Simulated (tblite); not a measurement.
**C$_{2}$H$_{5}$Si$_{2}$: geometry relaxation (part 3 of 4)**

Continued. System: C$_{2}$H$_{5}$Si$_{2}$, multiplicity 2, SMILES C#C[SiH][SiH3]. Method: GFN1-xTB, U-SCC (tblite 0.8.0). The geometry comes from this level: GFN2-xTB.

Geometry of the input (Å):
```
C  1.3586  -0.3510  -2.4400
C  1.0487  0.1335  -1.3775
Si 0.6256  0.7132  0.3095
Si -1.0802  -0.3009  1.4233
H  1.6172  -0.7382  -3.3832
H  0.7958  2.1725  0.2758
H  -2.3967  -0.3605  0.7727
H  -0.6959  -1.6845  1.7295
H  -1.2731  0.4160  2.6901
```

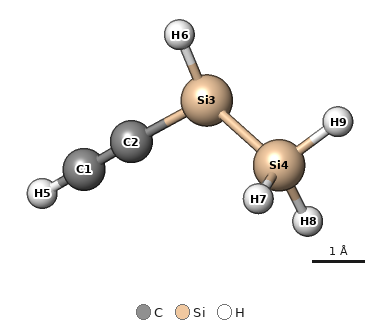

Fig. 1: The geometry at step 62 of the log (ball-and-stick view, seen at a tilt; atoms are numbered from 1 in the order of the input).

**Trajectory as extended XYZ, continued**
```
9
Properties=species:S:1:pos:R:3:forces:R:3 step=47 energy=-285.42109
C     1.4003   -0.3449   -2.4413   -0.0166   0.0360   0.0739
C     1.0699    0.1024   -1.3566    0.0082  -0.0058  -0.0297
Si    0.6654    0.7066    0.3197   -0.0202  -0.0213   0.0012
Si   -1.0878   -0.2752    1.4178    0.0176  -0.0212  -0.0425
H     1.6788   -0.7164   -3.3938    0.0120  -0.0279  -0.0360
H     0.6989    2.1652    0.1646    0.0050   0.0135   0.0049
H    -2.4505   -0.3038    0.8875   -0.0143  -0.0081   0.0023
H    -0.7619   -1.6797    1.6695   -0.0024   0.0180  -0.0096
H    -1.2133    0.3459    2.7327    0.0106   0.0166   0.0355
9
Properties=species:S:1:pos:R:3:forces:R:3 step=48 energy=-285.42127
C     1.4055   -0.3469   -2.4424   -0.0167   0.0412   0.0751
C     1.0693    0.1028   -1.3604    0.0075  -0.0082  -0.0303
Si    0.6601    0.7076    0.3149   -0.0163  -0.0178  -0.0004
Si   -1.0882   -0.2751    1.4190    0.0000  -0.0185  -0.0375
H     1.6896   -0.7190   -3.3933    0.0083  -0.0262  -0.0274
H     0.6917    2.1667    0.1621    0.0063   0.0083   0.0011
H    -2.4563   -0.2940    0.9014   -0.0069  -0.0147  -0.0045
H    -0.7648   -1.6820    1.6610   -0.0050   0.0212  -0.0096
H    -1.2069    0.3399    2.7377    0.0228   0.0149   0.0336
9
Properties=species:S:1:pos:R:3:forces:R:3 step=50 energy=-285.42145
C     1.4085   -0.3469   -2.4432    0.0051   0.0056  -0.0005
C     1.0671    0.1048   -1.3641   -0.0010   0.0056   0.0046
Si    0.6558    0.7079    0.3110   -0.0067   0.0032  -0.0008
Si   -1.0883   -0.2757    1.4187   -0.0217   0.0067  -0.0007
H     1.6971   -0.7233   -3.3924   -0.0047  -0.0058   0.0125
H     0.6889    2.1682    0.1630    0.0058  -0.0053  -0.0007
H    -2.4599   -0.2889    0.9099   -0.0065  -0.0190  -0.0105
H    -0.7662   -1.6827    1.6558   -0.0034   0.0069  -0.0080
H    -1.2029    0.3366    2.7414    0.0332   0.0021   0.0041
9
Properties=species:S:1:pos:R:3:forces:R:3 step=51 energy=-285.42150
C     1.4086   -0.3464   -2.4432    0.0122  -0.0077  -0.0262
C     1.0666    0.1053   -1.3644   -0.0038   0.0108   0.0161
Si    0.6552    0.7078    0.3107   -0.0053   0.0088   0.0002
Si   -1.0886   -0.2757    1.4183   -0.0220   0.0148   0.0120
H     1.6975   -0.7242   -3.3922   -0.0080   0.0007   0.0238
H     0.6892    2.1684    0.1635    0.0054  -0.0079  -0.0003
H    -2.4602   -0.2892    0.9100   -0.0087  -0.0182  -0.0103
H    -0.7663   -1.6824    1.6554   -0.0025   0.0018  -0.0074
H    -1.2021    0.3366    2.7419    0.0326  -0.0029  -0.0079
9
Properties=species:S:1:pos:R:3:forces:R:3 step=52 energy=-285.42158
C     1.4092   -0.3460   -2.4430    0.0183  -0.0205  -0.0499
C     1.0663    0.1059   -1.3648   -0.0065   0.0153   0.0262
Si    0.6542    0.7078    0.3101   -0.0046   0.0131   0.0018
Si   -1.0894   -0.2757    1.4179   -0.0188   0.0224   0.0254
H     1.6985   -0.7253   -3.3917   -0.0106   0.0069   0.0339
H     0.6891    2.1685    0.1636    0.0052  -0.0091   0.0000
H    -2.4612   -0.2894    0.9108   -0.0117  -0.0164  -0.0092
H    -0.7667   -1.6821    1.6542   -0.0016  -0.0035  -0.0067
H    -1.2000    0.3363    2.7428    0.0303  -0.0084  -0.0215
9
Properties=species:S:1:pos:R:3:forces:R:3 step=53 energy=-285.42172
C     1.4110   -0.3458   -2.4429    0.0222  -0.0314  -0.0684
C     1.0660    0.1067   -1.3657   -0.0089   0.0184   0.0339
Si    0.6518    0.7081    0.3087   -0.0041   0.0160   0.0036
Si   -1.0910   -0.2752    1.4175   -0.0121   0.0288   0.0385
H     1.7012   -0.7271   -3.3907   -0.0121   0.0126   0.0418
H     0.6879    2.1688    0.1633    0.0051  -0.0083  -0.0002
H    -2.4638   -0.2887    0.9140   -0.0150  -0.0132  -0.0074
H    -0.7678   -1.6818    1.6510   -0.0010  -0.0090  -0.0057
H    -1.1952    0.3350    2.7448    0.0258  -0.0139  -0.0361
9
Properties=species:S:1:pos:R:3:forces:R:3 step=54 energy=-285.42193
C     1.4150   -0.3462   -2.4427    0.0212  -0.0371  -0.0743
C     1.0660    0.1082   -1.3676   -0.0106   0.0183   0.0359
Si    0.6466    0.7088    0.3056   -0.0035   0.0164   0.0054
Si   -1.0941   -0.2742    1.4174   -0.0007   0.0312   0.0487
H     1.7074   -0.7302   -3.3889   -0.0113   0.0166   0.0444
H     0.6844    2.1695    0.1620    0.0055  -0.0043  -0.0016
H    -2.4696   -0.2860    0.9219   -0.0172  -0.0080  -0.0040
H    -0.7703   -1.6816    1.6437   -0.0010  -0.0146  -0.0042
H    -1.1854    0.3316    2.7486    0.0176  -0.0185  -0.0503
9
Properties=species:S:1:pos:R:3:forces:R:3 step=55 energy=-285.42216
C     1.4215   -0.3474   -2.4426    0.0098  -0.0278  -0.0489
C     1.0664    0.1102   -1.3707   -0.0098   0.0111   0.0248
Si    0.6385    0.7103    0.3005   -0.0023   0.0119   0.0055
Si   -1.0985   -0.2724    1.4179    0.0119   0.0224   0.0440
H     1.7174   -0.7344   -3.3861   -0.0058   0.0143   0.0334
H     0.6785    2.1706    0.1598    0.0066   0.0038  -0.0047
H    -2.4787   -0.2809    0.9353   -0.0145  -0.0014   0.0011
H    -0.7743   -1.6816    1.6321   -0.0024  -0.0166  -0.0023
H    -1.1706    0.3257    2.7538    0.0066  -0.0176  -0.0529
9
Properties=species:S:1:pos:R:3:forces:R:3 step=57 energy=-285.42232
C     1.4269   -0.3494   -2.4428   -0.0110   0.0036   0.0147
C     1.0668    0.1106   -1.3732   -0.0047  -0.0024  -0.0006
Si    0.6321    0.7117    0.2961   -0.0008   0.0046   0.0027
Si   -1.1009   -0.2707    1.4199    0.0085  -0.0074  -0.0026
H     1.7270   -0.7364   -3.3840    0.0038  -0.0001   0.0037
H     0.6717    2.1717    0.1562    0.0080   0.0092  -0.0078
H    -2.4859   -0.2738    0.9485   -0.0013   0.0008   0.0048
H    -0.7785   -1.6827    1.6222   -0.0046  -0.0085  -0.0017
H    -1.1593    0.3191    2.7571    0.0021   0.0003  -0.0132
9
Properties=species:S:1:pos:R:3:forces:R:3 step=58 energy=-285.42233
C     1.4273   -0.3497   -2.4428   -0.0111   0.0055   0.0172
C     1.0665    0.1102   -1.3733   -0.0045  -0.0026  -0.0010
Si    0.6317    0.7118    0.2958   -0.0001   0.0054   0.0022
Si   -1.1007   -0.2707    1.4203    0.0042  -0.0114  -0.0107
H     1.7283   -0.7361   -3.3838    0.0037  -0.0016   0.0018
H     0.6708    2.1719    0.1552    0.0080   0.0079  -0.0076
H    -2.4862   -0.2725    0.9498    0.0012   0.0002   0.0047
H    -0.7792   -1.6831    1.6214   -0.0042  -0.0073  -0.0020
H    -1.1585    0.3182    2.7574    0.0028   0.0039  -0.0047
9
Properties=species:S:1:pos:R:3:forces:R:3 step=59 energy=-285.42235
C     1.4280   -0.3499   -2.4426   -0.0089   0.0049   0.0140
C     1.0659    0.1096   -1.3734   -0.0046  -0.0015   0.0006
Si    0.6309    0.7122    0.2952    0.0010   0.0075   0.0016
Si   -1.1004   -0.2707    1.4208   -0.0025  -0.0146  -0.0178
H     1.7306   -0.7358   -3.3833    0.0024  -0.0020   0.0025
H     0.6692    2.1722    0.1533    0.0076   0.0053  -0.0069
H    -2.4868   -0.2703    0.9521    0.0047  -0.0005   0.0049
H    -0.7806   -1.6838    1.6199   -0.0032  -0.0060  -0.0024
H    -1.1567    0.3166    2.7580    0.0035   0.0070   0.0036
9
Properties=species:S:1:pos:R:3:forces:R:3 step=60 energy=-285.42239
C     1.4286   -0.3502   -2.4422   -0.0035   0.0008   0.0033
C     1.0650    0.1092   -1.3736   -0.0056   0.0014   0.0060
Si    0.6296    0.7128    0.2944    0.0026   0.0099   0.0011
Si   -1.1002   -0.2710    1.4210   -0.0097  -0.0157  -0.0233
H     1.7335   -0.7358   -3.3824    0.0000  -0.0016   0.0046
H     0.6677    2.1729    0.1511    0.0066   0.0023  -0.0054
H    -2.4878   -0.2679    0.9551    0.0073  -0.0010   0.0044
H    -0.7824   -1.6848    1.6178   -0.0012  -0.0058  -0.0030
H    -1.1540    0.3147    2.7586    0.0035   0.0097   0.0122
9
Properties=species:S:1:pos:R:3:forces:R:3 step=61 energy=-285.42244
C     1.4296   -0.3505   -2.4414    0.0038  -0.0055  -0.0112
C     1.0634    0.1090   -1.3739   -0.0060   0.0044   0.0111
Si    0.6272    0.7141    0.2931    0.0038   0.0116   0.0010
Si   -1.1004   -0.2716    1.4209   -0.0161  -0.0125  -0.0225
H     1.7381   -0.7364   -3.3805   -0.0038  -0.0001   0.0084
H     0.6658    2.1742    0.1479    0.0045  -0.0012  -0.0031
H    -2.4899   -0.2648    0.9603    0.0102  -0.0012   0.0038
H    -0.7851   -1.6863    1.6139    0.0015  -0.0046  -0.0038
H    -1.1487    0.3122    2.7595    0.0020   0.0091   0.0163
9
Properties=species:S:1:pos:R:3:forces:R:3 step=62 energy=-285.42248
C     1.4297   -0.3505   -2.4406    0.0083  -0.0099  -0.0192
C     1.0623    0.1098   -1.3739   -0.0059   0.0061   0.0139
Si    0.6255    0.7155    0.2925    0.0035   0.0092   0.0013
Si   -1.1010   -0.2723    1.4200   -0.0130  -0.0049  -0.0145
H     1.7400   -0.7376   -3.3786   -0.0054   0.0007   0.0083
H     0.6664    2.1754    0.1470    0.0020  -0.0015  -0.0012
H    -2.4915   -0.2645    0.9631    0.0073  -0.0004   0.0017
H    -0.7862   -1.6873    1.6115    0.0038  -0.0045  -0.0043
H    -1.1452    0.3115    2.7590   -0.0006   0.0052   0.0142
9
Properties=species:S:1:pos:R:3:forces:R:3 step=64 energy=-285.42251
C     1.4288   -0.3504   -2.4403    0.0027  -0.0040  -0.0034
C     1.0625    0.1113   -1.3736   -0.0022   0.0016   0.0041
Si    0.6256    0.7163    0.2930    0.0005   0.0018   0.0012
Si   -1.1018   -0.2730    1.4185    0.0009   0.0034   0.0006
H     1.7380   -0.7388   -3.3779   -0.0029  -0.0010   0.0016
H     0.6693    2.1760    0.1489    0.0003   0.0018  -0.0008
H    -2.4919   -0.2673    0.9623    0.0003   0.0003  -0.0013
H    -0.7850   -1.6875    1.6116    0.0029  -0.0013  -0.0044
H    -1.1455    0.3134    2.7574   -0.0026  -0.0025   0.0024
9
Properties=species:S:1:pos:R:3:forces:R:3 step=65 energy=-285.42251
C     1.4288   -0.3504   -2.4403    0.0001  -0.0008   0.0034
C     1.0627    0.1113   -1.3735   -0.0007  -0.0006  -0.0005
Si    0.6258    0.7163    0.2931   -0.0001   0.0009   0.0008
Si   -1.1018   -0.2730    1.4185    0.0020   0.0027   0.0023
H     1.7377   -0.7388   -3.3780   -0.0022  -0.0016   0.0006
H     0.6694    2.1760    0.1490    0.0005   0.0021  -0.0010
H    -2.4919   -0.2674    0.9621    0.0008   0.0001  -0.0012
H    -0.7847   -1.6875    1.6117    0.0020   0.0009  -0.0045
H    -1.1459    0.3135    2.7575   -0.0022  -0.0037   0.0001
9
Properties=species:S:1:pos:R:3:forces:R:3 step=66 energy=-285.42251
C     1.4286   -0.3505   -2.4403   -0.0016   0.0011   0.0074
C     1.0629    0.1113   -1.3734    0.0000  -0.0016  -0.0026
Si    0.6261    0.7163    0.2933   -0.0001   0.0006   0.0003
Si   -1.1017   -0.2729    1.4184    0.0025   0.0016   0.0021
H     1.7370   -0.7387   -3.3781   -0.0016  -0.0022  -0.0005
H     0.6697    2.1760    0.1493    0.0005   0.0022  -0.0011
H    -2.4917   -0.2678    0.9615    0.0005  -0.0001  -0.0015
H    -0.7843   -1.6875    1.6120    0.0016   0.0020  -0.0045
H    -1.1466    0.3138    2.7573   -0.0018  -0.0036   0.0004
9
Properties=species:S:1:pos:R:3:forces:R:3 step=67 energy=-285.42251
C     1.4285   -0.3506   -2.4402   -0.0034   0.0032   0.0113
C     1.0629    0.1113   -1.3733    0.0009  -0.0027  -0.0047
Si    0.6263    0.7164    0.2935    0.0001   0.0005  -0.0003
Si   -1.1016   -0.2729    1.4184    0.0025  -0.0002   0.0017
H     1.7365   -0.7387   -3.3782   -0.0010  -0.0029  -0.0015
H     0.6700    2.1761    0.1495    0.0006   0.0021  -0.0011
H    -2.4914   -0.2681    0.9611    0.0004  -0.0002  -0.0018
H    -0.7839   -1.6874    1.6121    0.0011   0.0036  -0.0045
H    -1.1473    0.3140    2.7571   -0.0013  -0.0035   0.0010
9
Properties=species:S:1:pos:R:3:forces:R:3 step=68 energy=-285.42252
C     1.4283   -0.3507   -2.4401   -0.0056   0.0055   0.0153
C     1.0629    0.1113   -1.3731    0.0022  -0.0039  -0.0070
Si    0.6266    0.7166    0.2937    0.0003   0.0006  -0.0011
Si   -1.1015   -0.2728    1.4184    0.0023  -0.0026   0.0010
H     1.7358   -0.7388   -3.3782   -0.0001  -0.0036  -0.0025
H     0.6704    2.1763    0.1496    0.0005   0.0017  -0.0011
H    -2.4911   -0.2684    0.9607    0.0003  -0.0002  -0.0022
H    -0.7835   -1.6874    1.6119    0.0007   0.0057  -0.0044
H    -1.1480    0.3140    2.7570   -0.0006  -0.0033   0.0021
9
Properties=species:S:1:pos:R:3:forces:R:3 step=69 energy=-285.42253
C     1.4282   -0.3511   -2.4396   -0.0086   0.0082   0.0193
C     1.0627    0.1114   -1.3728    0.0040  -0.0053  -0.0094
Si    0.6269    0.7170    0.2940    0.0008   0.0011  -0.0020
Si   -1.1012   -0.2726    1.4183    0.0018  -0.0059   0.0000
H     1.7350   -0.7391   -3.3779    0.0010  -0.0045  -0.0034
H     0.6709    2.1767    0.1495    0.0003   0.0010  -0.0010
H    -2.4908   -0.2686    0.9603    0.0001  -0.0001  -0.0028
H    -0.7829   -1.6874    1.6112    0.0003   0.0085  -0.0042
H    -1.1487    0.3137    2.7570    0.0003  -0.0031   0.0034
9
Properties=species:S:1:pos:R:3:forces:R:3 step=70 energy=-285.42254
C     1.4281   -0.3517   -2.4388   -0.0125   0.0110   0.0224
C     1.0622    0.1114   -1.3724    0.0066  -0.0066  -0.0113
Si    0.6270    0.7180    0.2944    0.0013   0.0021  -0.0032
Si   -1.1009   -0.2723    1.4182    0.0008  -0.0102  -0.0014
H     1.7340   -0.7398   -3.3773    0.0026  -0.0056  -0.0040
H     0.6715    2.1777    0.1491    0.0000   0.0000  -0.0007
H    -2.4904   -0.2687    0.9601   -0.0002   0.0004  -0.0035
H    -0.7820   -1.6874    1.6093   -0.0001   0.0120  -0.0034
H    -1.1495    0.3127    2.7573    0.0015  -0.0030   0.0051
9
Properties=species:S:1:pos:R:3:forces:R:3 step=72 energy=-285.42258
C     1.4288   -0.3537   -2.4356   -0.0183   0.0105   0.0129
C     1.0600    0.1116   -1.3712    0.0113  -0.0057  -0.0064
Si    0.6261    0.7218    0.2945    0.0017   0.0044  -0.0035
Si   -1.1004   -0.2710    1.4182   -0.0021  -0.0139  -0.0037
H     1.7333   -0.7427   -3.3743    0.0055  -0.0063  -0.0009
H     0.6720    2.1811    0.1461   -0.0014  -0.0018   0.0006
H    -2.4905   -0.2675    0.9619   -0.0013   0.0031  -0.0046
H    -0.7806   -1.6873    1.6006    0.0014   0.0140  -0.0001
H    -1.1487    0.3077    2.7599    0.0032  -0.0043   0.0057
9
Properties=species:S:1:pos:R:3:forces:R:3 step=73 energy=-285.42260
C     1.4297   -0.3546   -2.4340   -0.0155   0.0039  -0.0035
C     1.0587    0.1117   -1.3709    0.0105  -0.0017   0.0027
Si    0.6246    0.7239    0.2939    0.0006   0.0041  -0.0010
Si   -1.1005   -0.2705    1.4183   -0.0031  -0.0073  -0.0033
H     1.7348   -0.7446   -3.3722    0.0050  -0.0047   0.0035
H     0.6710    2.1829    0.1435   -0.0022  -0.0008   0.0012
H    -2.4915   -0.2656    0.9646   -0.0015   0.0048  -0.0041
H    -0.7809   -1.6871    1.5947    0.0037   0.0077   0.0021
H    -1.1460    0.3039    2.7621    0.0025  -0.0059   0.0025
9
Properties=species:S:1:pos:R:3:forces:R:3 step=74 energy=-285.42262
C     1.4304   -0.3551   -2.4331   -0.0108  -0.0024  -0.0169
C     1.0580    0.1116   -1.3708    0.0081   0.0021   0.0104
Si    0.6233    0.7251    0.2932   -0.0007   0.0026   0.0015
Si   -1.1009   -0.2702    1.4184   -0.0031   0.0011  -0.0026
H     1.7368   -0.7458   -3.3708    0.0035  -0.0030   0.0068
H     0.6698    2.1839    0.1416   -0.0025   0.0009   0.0014
H    -2.4926   -0.2638    0.9670   -0.0014   0.0057  -0.0032
H    -0.7815   -1.6869    1.5906    0.0056   0.0000   0.0034
H    -1.1432    0.3010    2.7639    0.0013  -0.0071  -0.0009
9
Properties=species:S:1:pos:R:3:forces:R:3 step=75 energy=-285.42263
C     1.4307   -0.3554   -2.4327   -0.0060  -0.0071  -0.0252
C     1.0578    0.1116   -1.3707    0.0053   0.0050   0.0155
Si    0.6222    0.7261    0.2927   -0.0020   0.0005   0.0036
Si   -1.1012   -0.2700    1.4184   -0.0025   0.0090  -0.0021
H     1.7385   -0.7468   -3.3696    0.0016  -0.0017   0.0086
H     0.6686    2.1846    0.1400   -0.0026   0.0030   0.0014
H    -2.4936   -0.2621    0.9689   -0.0010   0.0060  -0.0024
H    -0.7820   -1.6867    1.5876    0.0068  -0.0071   0.0042
H    -1.1410    0.2987    2.7653    0.0003  -0.0076  -0.0036
9
Properties=species:S:1:pos:R:3:forces:R:3 step=76 energy=-285.42266
C     1.4305   -0.3559   -2.4320   -0.0004  -0.0106  -0.0295
C     1.0577    0.1114   -1.3703    0.0020   0.0076   0.0186
Si    0.6211    0.7276    0.2922   -0.0032  -0.0025   0.0055
Si   -1.1015   -0.2697    1.4184   -0.0010   0.0171  -0.0019
H     1.7401   -0.7482   -3.3680   -0.0007  -0.0008   0.0091
H     0.6674    2.1858    0.1382   -0.0027   0.0055   0.0013
H    -2.4945   -0.2602    0.9709   -0.0008   0.0059  -0.0018
H    -0.7821   -1.6864    1.5837    0.0075  -0.0143   0.0047
H    -1.1388    0.2956    2.7669   -0.0006  -0.0078  -0.0061
9
Properties=species:S:1:pos:R:3:forces:R:3 step=77 energy=-285.42269
C     1.4294   -0.3569   -2.4308    0.0048  -0.0114  -0.0265
C     1.0578    0.1114   -1.3690   -0.0012   0.0090   0.0177
Si    0.6202    0.7302    0.2923   -0.0040  -0.0058   0.0064
Si   -1.1016   -0.2691    1.4182    0.0012   0.0225  -0.0019
H     1.7408   -0.7506   -3.3656   -0.0032  -0.0006   0.0075
H     0.6667    2.1879    0.1359   -0.0030   0.0077   0.0011
H    -2.4951   -0.2581    0.9723   -0.0008   0.0053  -0.0015
H    -0.7809   -1.6858    1.5779    0.0069  -0.0195   0.0050
H    -1.1374    0.2910    2.7689   -0.0007  -0.0072  -0.0078
```
